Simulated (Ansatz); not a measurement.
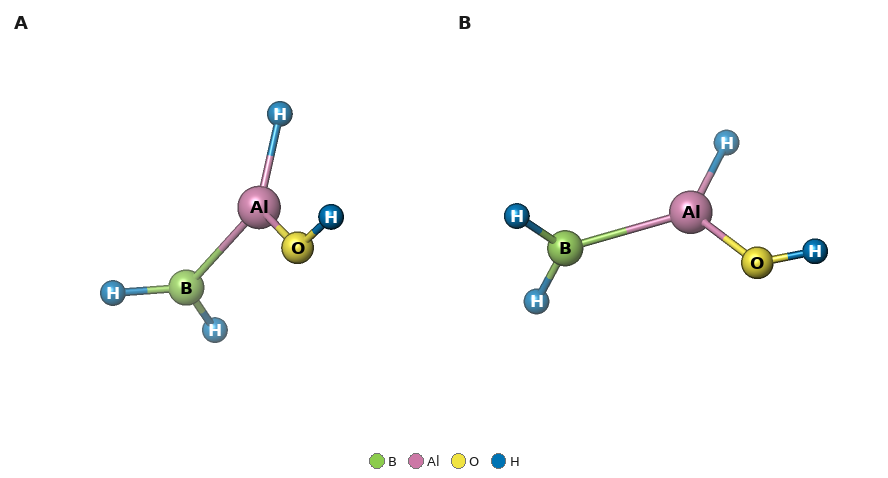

Distant atoms are faded towards the background colour. The computed structure is the end point of a PBE0-D4/def2-TZVP optimisation. No frequency run is at hand to confirm it as a minimum.

> Can A be turned into B by a rotation alone?

Yes. They are the same structure, AlBH4O ([BH2][AlH][OH]), seen from two directions. With point group Cs it is achiral, so its mirror image would be the same too.
